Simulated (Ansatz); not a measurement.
# C$_{3}$H$_{9}$NSi (SMILES C[Si]N(C)C): what the fields show

The calculation's input:

```
crystal:
  periodic: [false, false, false]
  atoms:
    - {symbol: C, position_ang: [-1.926928, 0.083857, 1.290031]}
    - {symbol: Si, position_ang: [-0.859967, 1.344248, 0.334757]}
    - {symbol: N, position_ang: [0.370441, 0.332328, -0.310895]}
    - {symbol: C, position_ang: [0.561794, -1.093109, -0.176987]}
    - {symbol: C, position_ang: [1.404995, 0.939127, -1.123545]}
    - {symbol: H, position_ang: [-2.344849, -0.686650, 0.632231]}
    - {symbol: H, position_ang: [-1.362497, -0.422496, 2.081162]}
    - {symbol: H, position_ang: [-2.763722, 0.604311, 1.762257]}
    - {symbol: H, position_ang: [-0.219631, -1.539167, 0.434369]}
    - {symbol: H, position_ang: [1.531363, -1.314458, 0.286965]}
    - {symbol: H, position_ang: [0.552143, -1.581751, -1.159560]}
    - {symbol: H, position_ang: [2.397159, 0.779287, -0.683394]}
    - {symbol: H, position_ang: [1.415112, 0.511299, -2.133763]}
    - {symbol: H, position_ang: [1.231584, 2.013975, -1.204729]}
basis:
  gaussian: {orbitals: def2-TZVPP}
hamiltonian: {xc: pbe0, dispersion: d4}
output: {orbitals: {seedname: orbitals}}
```

Run with:

```sh
ansatz run in.yaml --threads 4 --pin off --events-out ev --progress --plain --max-ram 10444MiB
```

Geometry: PBE0-D4/def2-TZVP.

All numbers below come from Ansatz, RKS PBE0-D4/def2-TZVPP.

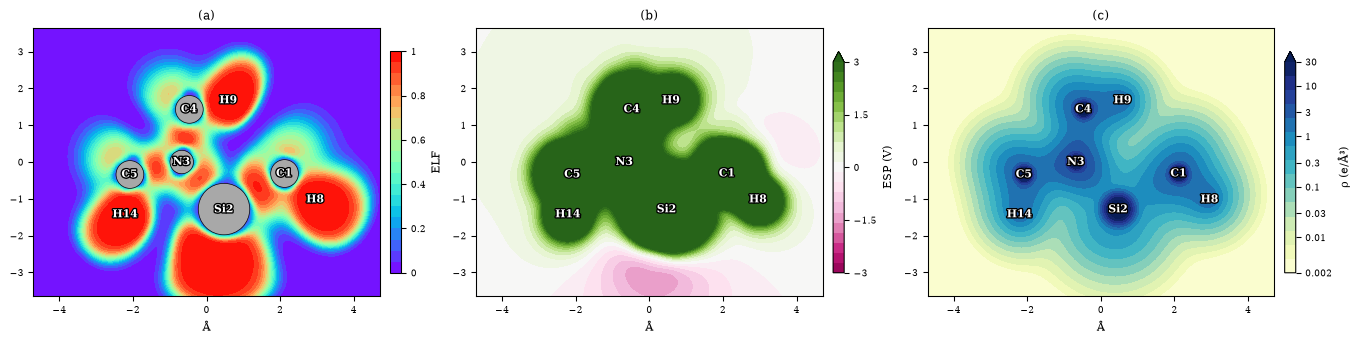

Figure 1. (a) ELF; (b) electrostatic potential; (c) electron density on the plane of atoms C4, N3 and C5. Grey discs cover the atomic cores in the ELF map.

Question: Interpret the plot.

Answer:
- The plane passes through C, Si, N and H nuclei.
- C–N (1.44 Å): the density is about 2 e/Å³ at the midpoint; the ELF peaks at about 0.95 between the atoms (a shared electron pair).
- Si–N (1.72 Å): ρ is about 1.1 e/Å³ halfway; the ELF peaks at about 0.90 between the atoms, as expected for a polar covalent bond.
- C–Si (1.91 Å): ρ is about 0.91 e/Å³ halfway; the ELF peaks at about 0.95 between the atoms (localised, covalent bonding).
- C–H (1.09 Å): ρ is about 2 e/Å³ halfway; the ELF climbs to about 1 towards the hydrogen, as it does in any bond to H (a covalent bond by its length).
- The ELF also peaks beside Si2, away from the bonds: lone-pair regions.
- Outside the dense part of the molecule the potential is most negative (−1.6 V) near Si2.

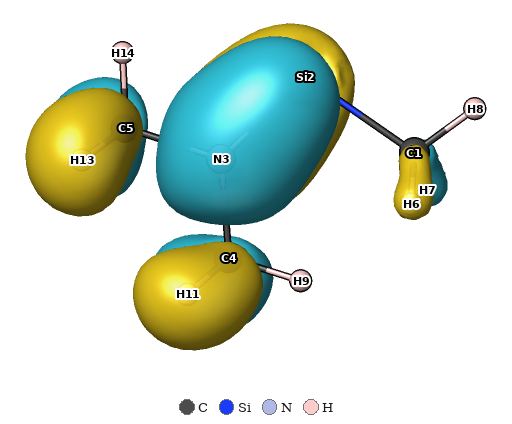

Figure 2. The HOMO−1 at ±0.08 Å⁻³ᐟ² (yellow and cyan are the two phases), seen across its widest extent.

Question: What is the character of this orbital?

Answer: By Hirshfeld shares it lies mainly on N3 (about 50 %), Si2 (about 15 %), C5 (about 10 %) and C4 (about 10 %). Its energy is −7.09 eV.
